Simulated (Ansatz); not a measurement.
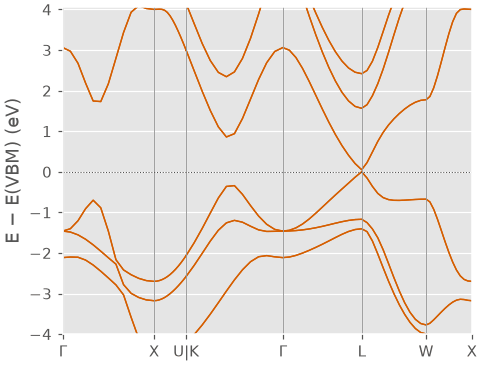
Band structure from DFT-PBE with spin–orbit coupling in the program Ansatz with PAW potentials

### Question
Read off the gap and where the band edges lie.

### Answer
About 0.1 eV (0.05 eV by a search for the band edges); maximum at L, minimum at L.

The material is PbSe (rock salt, Fm-3m).

Symmetry was held in the PBE relaxation; of distortions, only those at the zone centre were tested.

Potentials: the later of the program's two PAW sets.
